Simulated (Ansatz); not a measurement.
## Frequency calculation, with input and output: GaH$_{2}$BrO$_{2}$

- system: GaH$_{2}$BrO$_{2}$
- method: RKS PBE0-D4/def2-TZVP (Ansatz 0.2.0)

The geometry comes from this level: PBE0-D4/def2-TZVP. Figures and captions count atoms from 1; the log counts them from 0 in places.

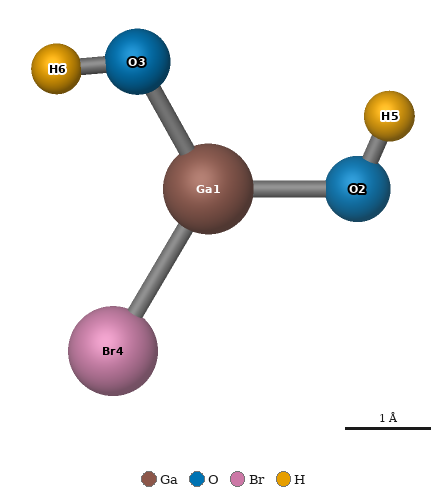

**Figure 1.** The structure as given in the input (ball-and-stick view, seen at a tilt; atoms are numbered from 1 in the order of the input). Sticks mark near contacts. Bond lengths as drawn: Br–Ga 2.26 Å, Ga–O 1.77 Å and H–O 0.96 Å.

## Key numbers

```json
{"quantity": "outcome", "value": "converged"}
{"quantity": "total energy", "value": "−126536.9024 eV"}
{"quantity": "mean-field energy", "value": "−126536.7918 eV"}
{"quantity": "dispersion energy", "value": "−0.1106 eV"}
{"quantity": "largest force (length of the vector)", "value": "0.003 eV/Å"}
{"quantity": "dipole moment", "value": "1.50 D"}
{"quantity": "hardware", "value": "8 threads of Intel Xeon, 31 GiB of memory available, shared host"}
{"quantity": "wall time", "value": "26 s (CPU time 2.8 min)"}
{"quantity": "peak memory", "value": "0.49 GiB"}
```

## The input
```yaml
crystal:
  periodic: [false, false, false]
  atoms:
    - {symbol: Ga, position_ang: [0.340428, 0.667304, -0.048491]}
    - {symbol: O, position_ang: [0.141642, 0.580197, -1.802496]}
    - {symbol: O, position_ang: [-1.102994, 0.796625, 0.974196]}
    - {symbol: Br, position_ang: [2.425866, 0.612038, 0.832211]}
    - {symbol: H, position_ang: [-0.781226, 0.614072, -2.068592]}
    - {symbol: H, position_ang: [-0.908597, 0.838476, 1.913494]}
basis:
  gaussian: {orbitals: def2-TZVP}
hamiltonian: {xc: pbe0, dispersion: d4}
phonons: {temperatures: {t_min: 298.15, t_max: 900, t_step: 200}}
```

Launch command:
```bash
ansatz run in.yaml --threads 8 --pin off --events-out ev --progress --plain --max-ram 19148MiB
```

## Output
```
Functional definition: PBE0
  name "PBE0"
  cite "Adamo & Barone, J. Chem. Phys. 110, 6158 (1999) doi:10.1063/1.478522"
  cite "Perdew, Burke & Ernzerhof, Phys. Rev. Lett. 77, 3865 (1996) doi:10.1103/PhysRevLett.77.3865"
  parent pbe
  parameter a = 0.25
  parameter kappa = 0.804
  parameter beta = 0.06672455060314922
  exchange = (1 - a)*pbe_x(kappa = kappa, mu = beta*pi^2/3) + a*exact_x
  correlation = pbe_c(beta = beta)
1216 factors; their error is unknown
mean field evaluation 1: about -126525.9272 eV, gradient 8.1e1 eV
mean field evaluation 2: about -126493.5157 eV, gradient 1.5e2 eV
mean field evaluation 4: about -126536.1098 eV, gradient 5.8e0 eV
mean field evaluation 8: about -126536.1642 eV, gradient 1.4e-1 eV
mean field evaluation 16: about -126536.7918 eV, gradient 6.4e-4 eV
mean field -126536.79179507 eV, -4650.1413287509 hartree, gradient 3.0e-5 eV, S^2 0.000000; 0 other end points of the search recorded, 0 dependent functions left out
the calculation of the forces begins
reference -126536.79182165 eV, -4650.1413297276 hartree; 42, 42 occupied and 128, 128 virtual orbitals, 1216 factors
these checks for a lower state are left out or cut short: stability, starts, cluster_reference, orbital_swaps, neighbouring_geometries, increment
1216 factors; their error is unknown
mean field -126536.79170555 eV, -4650.1413254609 hartree, gradient 1.8e-6 eV, S^2 0.000000; 0 other end points of the search recorded, 0 dependent functions left out
[... from here on the field's lines of each further geometry are left out, up to the last ...]
the calculation of the forces begins
reference -126536.79166030 eV, -4650.1413237980 hartree; 42, 42 occupied and 128, 128 virtual orbitals, 1216 factors
these checks for a lower state are left out or cut short: stability, starts, cluster_reference, orbital_swaps, neighbouring_geometries, increment
1216 factors; their error is unknown
mean field -126536.79163579 eV, -4650.1413228973 hartree, gradient 1.8e-6 eV, S^2 0.000000; 0 other end points of the search recorded, 0 dependent functions left out
the calculation of the forces begins
reference -126536.79166236 eV, -4650.1413238737 hartree; 42, 42 occupied and 128, 128 virtual orbitals, 1216 factors
Total energy: -126536.90244092 eV, -4650.1453949109 hartree
Atom 0 at     0.340428     0.667304    -0.048491 Å, force    -0.002263     0.001020    -0.000817 eV/Å
Atom 1 at     0.141642     0.580197    -1.802496 Å, force     0.001347     0.000933     0.002442 eV/Å
Atom 2 at    -1.102994     0.796625     0.974196 Å, force     0.000616    -0.000447     0.000857 eV/Å
Atom 3 at     2.425866     0.612038     0.832211 Å, force     0.001059    -0.000633     0.000708 eV/Å
Atom 4 at    -0.781226     0.614072    -2.068592 Å, force    -0.001508    -0.000935    -0.000199 eV/Å
Atom 5 at    -0.908597     0.838476     1.913494 Å, force     0.000749     0.000061    -0.002991 eV/Å
Dipole moment:    -0.247503     0.023267     0.189867 e Å
Vibrations: 126.60 168.92 172.58 309.91 336.98 360.78 694.33 739.37 849.54 876.30 3885.23 3898.09 cm⁻¹, zero-point energy 0.769858 eV
```

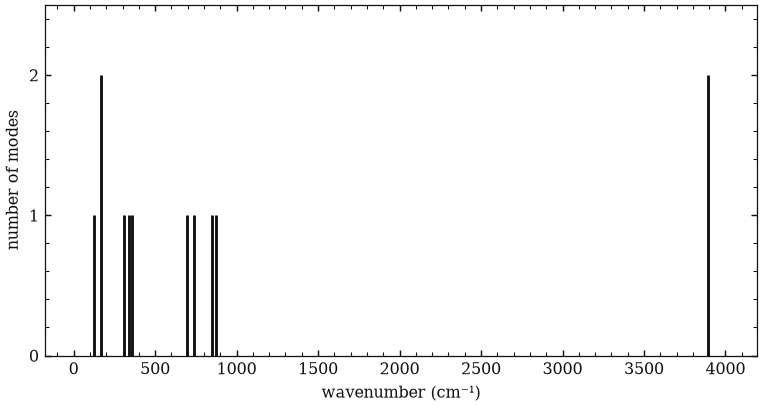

**Figure 2.** Harmonic vibrational wavenumbers from the force constants; neighbouring modes closer than 17 cm⁻¹ are counted in one stick. 12 modes from 127 to 3898 cm⁻¹, none imaginary.

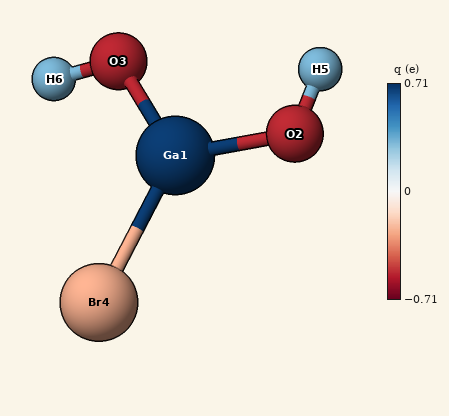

**Figure 3.** Mulliken charges, as the colour of each atom (ball-and-stick view, seen at an oblique angle; atoms are numbered from 1 in the order of the input; Mulliken charges depend strongly on the basis). By element: Ga +0.67, O −0.54 to −0.53, Br −0.26 and H +0.32 e.
